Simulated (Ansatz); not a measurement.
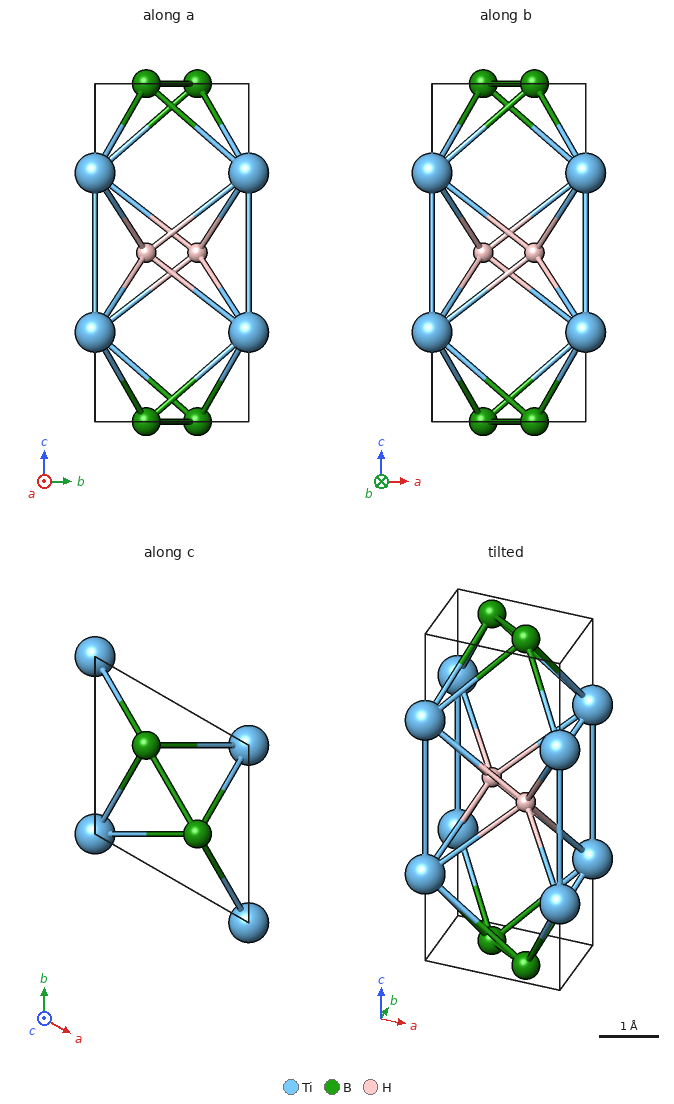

View along the a axis, along the b axis, along the c axis and slightly off an axis, drawn as a ball-and-stick model. Thin lines show the conventional unit cell, with boundary atoms drawn in all their periodic places.

Lattice parameters: a = 3.053 Å, b = 3.053 Å, c = 5.815 Å, α = 90.00°, β = 90.00°, γ = 120.00°.

Convert the drawing into a table of Wyckoff sites, with free fractional coordinates to two decimals.

Answer. Space group P6/mmm (No. 191).
| atom | site | x | y | z |
| --- | --- | --- | --- | --- |
| Ti | 2e | 0.00 | 0.00 | 0.74 |
| B | 2c | 0.3333 | 0.6667 | 0.00 |
| H | 2d | 0.3333 | 0.6667 | 0.50 |

Provenance: a random cell made by a generator, so it need not be a real form of the compound. A relaxation with Ansatz 0.2.0, DFT PBE, scalar-relativistic, plane waves, PAW gave the geometry drawn.
